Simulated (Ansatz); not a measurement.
# CSSi with the probe Cl-: a probe moved round a molecule

A grid of calculations on CSSi (SMILES C1#[Si]S1) with the probe Cl-, to see where the energy is lowest and how it rises around there.

Program: Ansatz 0.2.0. Level of theory: RKS PBE0-D4/def2-SVPD. These are calculated values, not measurements.

## 1. Starting geometry

SMILES `C1#[Si]S1`, 3 atoms, charge 0, spin multiplicity 1.

Atoms are counted from 1 here; the program's logs count them from 0.

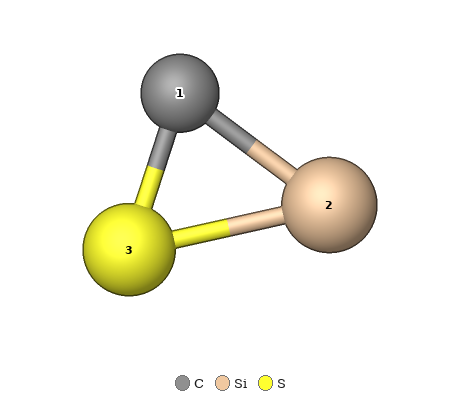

Start geometry, drawn with carbon grey, silicon light orange, sulfur yellow; atoms are numbered from 1 in the order of the file.

Coordinates:

```xyz
3

C     0.6054    0.6875    0.4096
Si   -1.0718    0.3305   -0.5507
S     0.4664   -1.0180    0.1411
```

## 2. Geometry optimisation

input.yaml reads:

```yaml
crystal:
  periodic: [false, false, false]
  atoms:
    - { symbol: C, position_ang: [0.605434, 0.687534, 0.409601] }
    - { symbol: Si, position_ang: [-1.07185, 0.330477, -0.550659] }
    - { symbol: S, position_ang: [0.466406, -1.018011, 0.141058] }
basis:
  gaussian: { orbitals: def2-SVPD }
hamiltonian:
  xc: pbe0
  dispersion: d4
output:
  forces: true
relax:
  f_tol: 0.003
  max_steps: 120
```

Run with:

```console
> ansatz run input.yaml --threads 1 --pin off --max-ram 2560MiB --backend cpu --events-out ev --progress --plain --runs-dir out
```

The log of the run, shortened:

```text
Warning: RAYON_NUM_THREADS=1 ignored (pool sized by the plan → 1); use --threads N
[...]
Functional definition: PBE0
[...]
722 factors; integrals over basis functions are off by at most 4.3e-4 eV
[...]
mean field -19731.25709500 eV, -725.1103239148 hartree, gradient 2.5e-5 eV, S^2 0.000000; 0 other end points of the search recorded, 0 dependent functions left out
[...]
reference -19731.25712608 eV, -725.1103250570 hartree; 18, 18 occupied and 53, 53 virtual orbitals, 722 factors
relax step   1: F+E_penalty+E_count = -19731.33170397 eV  Δ(F+E_penalty+E_count) = +0.000e0 eV  max|allowed force component| = 6.365e-1 eV/Å  Δτ_max = 0.0000 Å  (29 SCF iters, accepted)
[...]
relax step   3: F+E_penalty+E_count = -19731.34420090 eV  Δ(F+E_penalty+E_count) = -2.981e-3 eV  max|allowed force component| = 1.945e-2 eV/Å  Δτ_max = 0.0087 Å  (34 SCF iters, accepted)
[...]
relax step   4: F+E_penalty+E_count = -19731.34422224 eV  Δ(F+E_penalty+E_count) = -2.134e-5 eV  max|allowed force component| = 1.049e-3 eV/Å  Δτ_max = 0.0009 Å  (23 SCF iters, accepted)
722 factors; integrals over basis functions are off by at most 4.4e-4 eV
mean field -19731.26957372 eV, -725.1107824993 hartree, gradient 4.6e-5 eV, S^2 0.000000; 1 other end points of the search recorded, 0 dependent functions left out
[...]
reference -19731.26960491 eV, -725.1107836457 hartree; 18, 18 occupied and 53, 53 virtual orbitals, 722 factors
Total energy: -19731.34425344 eV, -725.1135269283 hartree
Atom 0 at     0.596785     0.679463     0.403947 Å, force    -0.000583     0.000783    -0.000231 eV/Å
Atom 1 at    -1.058347     0.327469    -0.543592 Å, force     0.000515     0.000266     0.000313 eV/Å
Atom 2 at     0.461552    -1.006932     0.139645 Å, force     0.000068    -0.001049    -0.000081 eV/Å
Dipole moment:    -0.325917    -0.211401    -0.202602 e Å
```

Run time: 6.3 s. Hardware: 1 thread of Intel Xeon Platinum 8488C (Sapphire Rapids), shared host; peak memory 0.14 GiB.

The steps of the relaxation:

```csv
step,energy from step 1 (eV),largest force component (eV/Å)
1,0.0000,0.6365
2,-0.0095,0.3143
3,-0.0125,0.0195
4,-0.0125,0.0010
```

Distances of close pairs at the start and the end, largest changes first:

```csv
bond,before (Å),after (Å),change (Å)
C1–Si2,1.965,1.939,-0.026
Si2–S3,2.159,2.135,-0.025
C1–S3,1.732,1.712,-0.020
```

## 3. Reference: Cl− by itself, as typed

input.yaml reads:

```yaml
crystal:
  periodic: [false, false, false]
  atoms:
    - { symbol: Cl, position_ang: [0.0, 0.0, 0.0] }
total_charge: -1
basis:
  gaussian: { orbitals: def2-SVPD }
hamiltonian:
  xc: pbe0
```

Run with:

```console
> ansatz run input.yaml --threads 1 --pin off --max-ram 2560MiB --backend cpu --events-out ev --progress --plain --runs-dir out
```

The log of the run:

```text
Warning: RAYON_NUM_THREADS=1 ignored (pool sized by the plan → 1); use --threads N
Engine: ansatz 0.2.0, x86_64-unknown-linux-gnu
Functional definition: PBE0
  parameter a = 0.25
  parameter kappa = 0.804
  parameter beta = 0.06672455060314922
  exchange = (1 - a)*pbe_x(kappa = kappa, mu = beta*pi^2/3) + a*exact_x
  correlation = pbe_c(beta = beta)
241 factors; their error is unknown
mean field evaluation 1: about -12514.4560 eV, gradient 2.8e1 eV
mean field evaluation 2: about -12514.5157 eV, gradient 2.9e1 eV
mean field evaluation 4: about -12516.6742 eV, gradient 1.3e-1 eV
mean field evaluation 8: about -12516.7547 eV, gradient 1.5e-4 eV
mean field -12516.75470856 eV, -459.9822513785 hartree, gradient 1.6e-6 eV, S^2 0.000000; 0 other end points of the search recorded, 0 dependent functions left out
reference -12516.75472559 eV, -459.9822520042 hartree; 9, 9 occupied and 18, 18 virtual orbitals, 241 factors
Total energy: -12516.75472559 eV, -459.9822520042 hartree
```

Wall time 0.13 s (1 thread of Intel Xeon Platinum 8488C (Sapphire Rapids), shared host); peak memory 0.081 GiB.

## 4. Setting up the map

The probe is moved over the molecule's main plane (x and y are the axes of that plane, centred on the molecule).

- x of the probe's Cl atom: 19 values from −4.32 to 4.32 Å
- y of the probe's Cl atom: 19 values from −4.32 to 4.32 Å

Nothing else is relaxed (molecule and probe rigid). Energies count from molecule and probe far apart, each relaxed in its own basis (no counterpoise correction). Points are written as (first, second).

The probe Cl- moves over a plane: the molecule's main plane. The molecule is turned into the frame of its main axes, as the inputs below show.

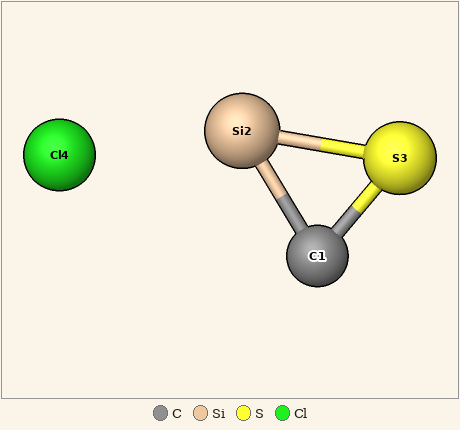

The geometry at (3.36 Å, 0.96 Å).

Below, 3 of the grid's runs; all are launched alike.

## 5. The run at (3.36 Å, 0.96 Å)

input.yaml reads:

```yaml
crystal:
  periodic: [false, false, false]
  atoms:
    - { symbol: C, position_ang: [-0.330593, 0.933653, 0.0] }
    - { symbol: Si, position_ang: [1.209437, -0.245119, 0.0] }
    - { symbol: S, position_ang: [-0.878844, -0.688534, 0.0] }
    - { symbol: Cl, position_ang: [3.36, 0.96, 0.0] }
total_charge: -1
basis:
  gaussian: { orbitals: def2-SVPD }
hamiltonian:
  xc: pbe0
  dispersion: d4
output:
  forces: true
```

Run with:

```console
> ansatz run input.yaml --threads 1 --pin off --max-ram 2560MiB --backend cpu --events-out ev --progress --plain --runs-dir out
```

The log of the run, shortened:

```text
Warning: RAYON_NUM_THREADS=1 ignored (pool sized by the plan → 1); use --threads N
[...]
Functional definition: PBE0
[...]
922 factors; integrals over basis functions are off by at most 8.8e-4 eV
[...]
mean field -32248.87136406 eV, -1185.1241635592 hartree, gradient 2.9e-5 eV, S^2 0.000000; 0 other end points of the search recorded, 0 dependent functions left out
[...]
reference -32248.87139432 eV, -1185.1241646713 hartree; 27, 27 occupied and 71, 71 virtual orbitals, 922 factors
Total energy: -32249.00466131 eV, -1185.1290621426 hartree
Atom 0 at    -0.330593     0.933653     0.000000 Å, force     0.403991    -0.213816     0.000000 eV/Å
Atom 1 at     1.209437    -0.245119     0.000000 Å, force     1.910868     0.201791     0.000000 eV/Å
Atom 2 at    -0.878844    -0.688534     0.000000 Å, force    -2.526339    -0.352959    -0.000000 eV/Å
Atom 3 at     3.360000     0.960000     0.000000 Å, force     0.211480     0.364985    -0.000000 eV/Å
Dipole moment:    -0.495738    -0.583483    -0.000000 e Å
```

Run time: 2.5 s. Hardware: 1 thread of Intel Xeon Platinum 8488C (Sapphire Rapids), shared host; peak memory 0.2 GiB.

That is −0.91 eV from the zero.

## 6. Grid point (3.36 Å, 1.44 Å)

Edit input.yaml of step 5 so:

```diff
@@ -6,3 +6,3 @@
     - { symbol: S, position_ang: [-0.878844, -0.688534, 0.0] }
-    - { symbol: Cl, position_ang: [3.36, 0.96, 0.0] }
+    - { symbol: Cl, position_ang: [3.36, 1.44, 0.0] }
 total_charge: -1
```

Run with:

```console
> ansatz run input.yaml --threads 1 --pin off --max-ram 2560MiB --backend cpu --events-out ev --progress --plain --runs-dir out
```

The log of the run, shortened:

```text
Warning: RAYON_NUM_THREADS=1 ignored (pool sized by the plan → 1); use --threads N
[...]
Functional definition: PBE0
[...]
922 factors; integrals over basis functions are off by at most 8.8e-4 eV
[...]
mean field -32248.90464755 eV, -1185.1253867047 hartree, gradient 2.2e-5 eV, S^2 0.000000; 0 other end points of the search recorded, 0 dependent functions left out
[...]
reference -32248.90467915 eV, -1185.1253878660 hartree; 27, 27 occupied and 71, 71 virtual orbitals, 922 factors
Total energy: -32249.03525203 eV, -1185.1301863310 hartree
Atom 0 at    -0.330593     0.933653     0.000000 Å, force     0.379262    -0.175729    -0.000000 eV/Å
Atom 1 at     1.209437    -0.245119     0.000000 Å, force     1.850138     0.858537    -0.000000 eV/Å
Atom 2 at    -0.878844    -0.688534     0.000000 Å, force    -1.969592    -0.490793     0.000000 eV/Å
Atom 3 at     3.360000     1.440000     0.000000 Å, force    -0.259807    -0.192015     0.000000 eV/Å
Dipole moment:    -0.822366    -0.869555     0.000000 e Å
```

It took 2.6 s on 1 thread of Intel Xeon Platinum 8488C (Sapphire Rapids), shared host; peak memory 0.2 GiB.

On the map this point reads −0.94 eV.

## 7. Grid point (4.32 Å, 3.84 Å)

Edit input.yaml of step 6 so:

```diff
@@ -6,3 +6,3 @@
     - { symbol: S, position_ang: [-0.878844, -0.688534, 0.0] }
-    - { symbol: Cl, position_ang: [3.36, 1.44, 0.0] }
+    - { symbol: Cl, position_ang: [4.32, 3.84, 0.0] }
 total_charge: -1
```

Run with:

```console
> ansatz run input.yaml --threads 1 --pin off --max-ram 2560MiB --backend cpu --events-out ev --progress --plain --runs-dir out
```

The log of the run, shortened:

```text
Warning: RAYON_NUM_THREADS=1 ignored (pool sized by the plan → 1); use --threads N
[...]
Functional definition: PBE0
[...]
922 factors; integrals over basis functions are off by at most 8.9e-4 eV
[...]
mean field -32248.13043640 eV, -1185.0969349699 hartree, gradient 2.6e-6 eV, S^2 0.000000; 2 other end points of the search recorded, 0 dependent functions left out
[...]
reference -32248.13047424 eV, -1185.0969363602 hartree; 27, 27 occupied and 71, 71 virtual orbitals, 922 factors
Total energy: -32248.21964101 eV, -1185.1002131788 hartree
Atom 0 at    -0.330593     0.933653     0.000000 Å, force     0.164528     0.076300    -0.000000 eV/Å
Atom 1 at     1.209437    -0.245119     0.000000 Å, force     0.299428     0.360342     0.000000 eV/Å
Atom 2 at    -0.878844    -0.688534     0.000000 Å, force    -0.446689    -0.345688    -0.000000 eV/Å
Atom 3 at     4.320000     3.840000     0.000000 Å, force    -0.017267    -0.090954    -0.000000 eV/Å
Dipole moment:    -2.247883    -2.734769    -0.000000 e Å
```

Run time: 4.9 s. Hardware: 1 thread of Intel Xeon Platinum 8488C (Sapphire Rapids), shared host; peak memory 0.23 GiB.

Energy on the map's scale: −0.12 eV.

## 8. The map

255 points were computed, and 106 have no value (skipped by design, atoms too close, or no result). Energies in eV, from molecule and probe far apart, each relaxed in its own basis (no counterpoise correction); the table lists every other line.

| y of the probe's Cl atom (Å) ↓, x of the probe's Cl atom (Å) → | −4.32 | −3.36 | −2.40 | −1.44 | −0.48 | 0.48 | 1.44 | 2.40 | 3.36 | 4.32 |
| --- | --- | --- | --- | --- | --- | --- | --- | --- | --- | --- |
| 4.32 | 0.12 | 0.18 | 0.24 | 0.29 | 0.28 | 0.18 | 0.05 | −0.04 | −0.07 | −0.08 |
| 3.36 | 0.14 | 0.22 | 0.36 | 0.62 | 0.82 | 0.54 | 0.01 | −0.22 | −0.23 | −0.17 |
| 2.40 | 0.12 | 0.22 | 0.64 | −0.36 | 1.05 | 1.93 | 0.92 | −0.56 | −0.56 | −0.34 |
| 1.44 | 0.03 | 0.13 | 1.42 | – | – | – | – | −0.06 | −0.94 | −0.55 |
| 0.48 | −0.12 | −0.01 | – | – | – | – | – | – | −0.57 | −0.66 |
| −0.48 | −0.25 | 0.03 | – | – | – | – | – | – | 0.26 | −0.59 |
| −1.44 | −0.30 | −0.14 | – | – | – | – | – | – | −0.20 | −0.49 |
| −2.40 | −0.27 | −0.41 | – | – | – | – | 0.31 | −0.42 | −0.53 | −0.38 |
| −3.36 | −0.21 | −0.35 | −0.47 | −0.41 | −0.27 | −0.35 | −0.55 | −0.53 | −0.39 | −0.27 |
| −4.32 | −0.16 | −0.23 | −0.32 | −0.38 | −0.39 | −0.37 | −0.35 | −0.31 | −0.25 | −0.19 |

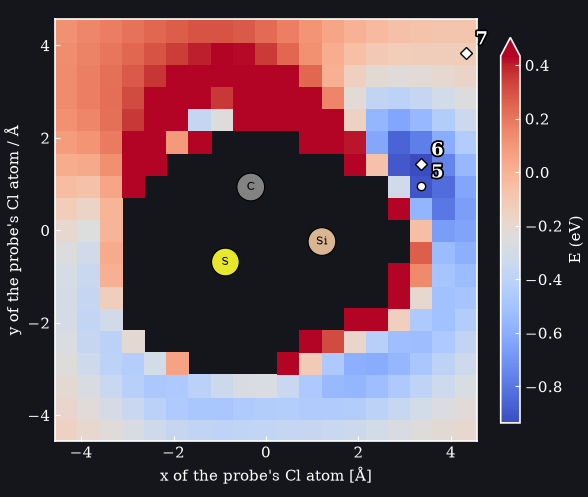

The map; numbers mark the steps of this session that print a point's run. Drawn: one coloured cell a grid point, labelled circles for the molecule's atoms, projected on the plane, one colour for all values above the top of the scale, blanks where no value was computed.

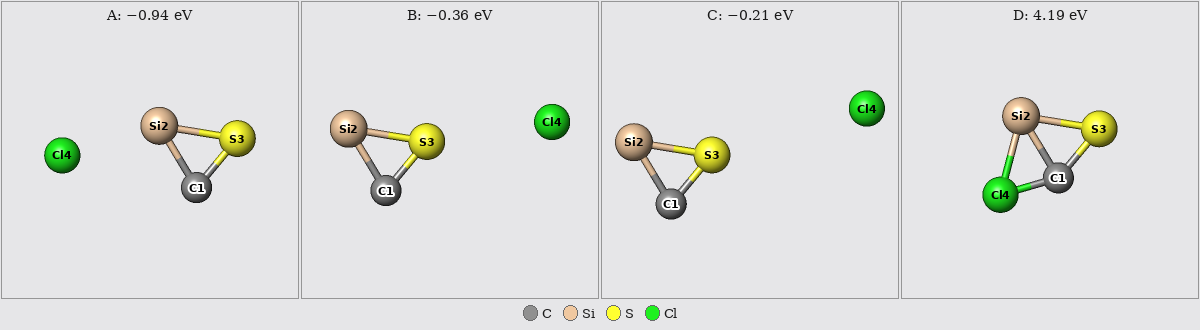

Structures on the grid, at one scale: A at (3.36 Å, 1.44 Å); B at (−3.84 Å, −2.40 Å); C at (−4.32 Å, −3.36 Å); D at (0.96 Å, 1.92 Å).

The charge on the probe (e) at each point:

| y of the probe's Cl atom (Å) ↓, x of the probe's Cl atom (Å) → | −4.32 | −3.36 | −2.40 | −1.44 | −0.48 | 0.48 | 1.44 | 2.40 | 3.36 | 4.32 |
| --- | --- | --- | --- | --- | --- | --- | --- | --- | --- | --- |
| 4.32 | −0.90 | −0.91 | −0.93 | −0.95 | −0.96 | −0.95 | −0.94 | −0.94 | −0.94 | −0.93 |
| 3.36 | −0.92 | −0.94 | −0.96 | −0.89 | −0.84 | −0.94 | −0.92 | −0.91 | −0.94 | −0.95 |
| 2.40 | −0.94 | −0.96 | −0.81 | −0.61 | −0.57 | −0.60 | −0.79 | −0.81 | −0.87 | −0.94 |
| 1.44 | −0.95 | −0.94 | −0.56 | – | – | – | – | −0.55 | −0.79 | −0.89 |
| 0.48 | −0.94 | −0.83 | – | – | – | – | – | – | −0.68 | −0.87 |
| −0.48 | −0.94 | −0.74 | – | – | – | – | – | – | −0.62 | −0.89 |
| −1.44 | −0.95 | −0.81 | – | – | – | – | – | – | −0.82 | −0.92 |
| −2.40 | −0.96 | −0.92 | – | – | – | – | −0.63 | −0.79 | −0.89 | −0.95 |
| −3.36 | −0.96 | −0.96 | −0.94 | −0.89 | −0.88 | −0.90 | −0.88 | −0.91 | −0.95 | −0.97 |
| −4.32 | −0.94 | −0.96 | −0.97 | −0.97 | −0.97 | −0.97 | −0.97 | −0.97 | −0.97 | −0.96 |

## 9. Results

| quantity | value |
| --- | --- |
| lowest point | (3.36 Å, 1.44 Å) [nearest 1 Si at 2.73 Å], −0.94 eV |
| highest computed point (blank points may lie higher) | (0.96 Å, 1.92 Å), 5.13 eV above the lowest |
| charge on the probe (e) | −0.97 at (0.48 Å, −4.32 Å) to −0.16 at (2.88 Å, 0.48 Å); −0.79 at the lowest point |
| time for the whole task | 25 min on 1 thread, shared host |

The lowest computed point is at (3.36 Å, 1.44 Å) [nearest 1 Si at 2.73 Å], −0.94 eV from molecule and probe far apart, each relaxed in its own basis (no counterpoise correction). The grid is coarse, so the lowest point of the scanned range may lie between grid points; coordinates that were held can hide deeper minima. The highest computed point, (0.96 Å, 1.92 Å) [nearest 1 C at 1.62 Å], lies 5.13 eV above the lowest. Between some neighbouring points the energy changes steeply, from close contacts of the rigid frames or a change of state; the map doesn't tell which. No counterpoise correction was made, so wells between separate parts tend to come out somewhat too deep.
